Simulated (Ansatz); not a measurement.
```xyz
11

C    -1.1336    0.8660    0.4238
C     0.2613    0.6468   -0.0551
C     1.2329    0.0384    0.6535
In    0.4270   -2.3839   -0.6501
H    -1.8628    0.4659   -0.2982
H    -1.3408    1.9455    0.5190
H    -1.3103    0.3990    1.4044
H     0.5007    1.0394   -1.0500
H     2.2583   -0.0295    0.2781
H     1.0585   -0.3257    1.6717
H    -0.5132   -1.3597   -1.8927
```

Core potentials replace the inner electrons of In; at this geometry the atoms fall into two loosely joined parts.

The calculation used RKS PBE0-D4/def2-SVP (Ansatz).

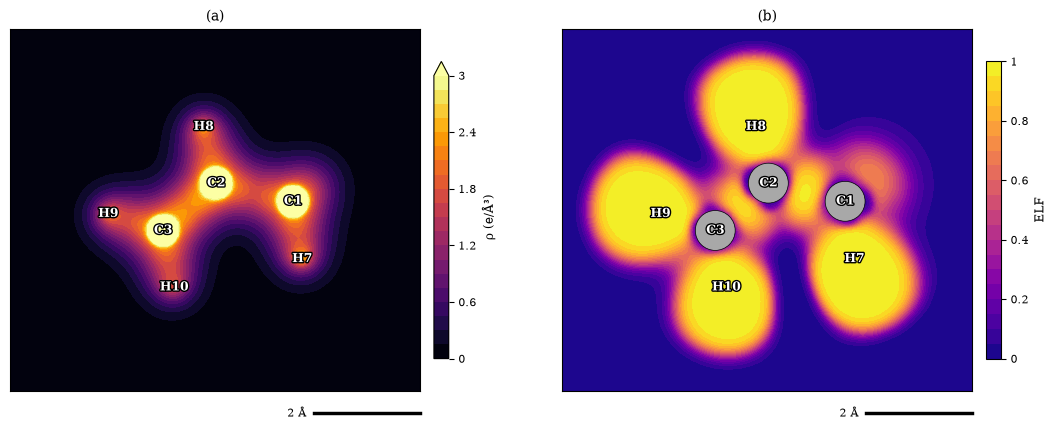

C₃H₇In. (a) electron density; (b) electron localisation function on the plane of atoms C2, C1 and H7. Grey discs cover the atomic cores in the ELF map.

### What do the fields say about this system?

- The plane passes through C and H nuclei.
- C–C (1.35 Å): the density is about 2.2 e/Å³ at the midpoint; the ELF peaks at about 0.95 between the atoms; localised, covalent bonding.
- C–H (1.09 Å): ρ is about 1.9 e/Å³ halfway; the ELF climbs to about 1 towards the hydrogen, as it does in any bond to H; a covalent bond by its length.
- C–C (1.49 Å): ρ is about 1.7 e/Å³ halfway; the ELF peaks at about 0.95 between the atoms (a covalent bond).
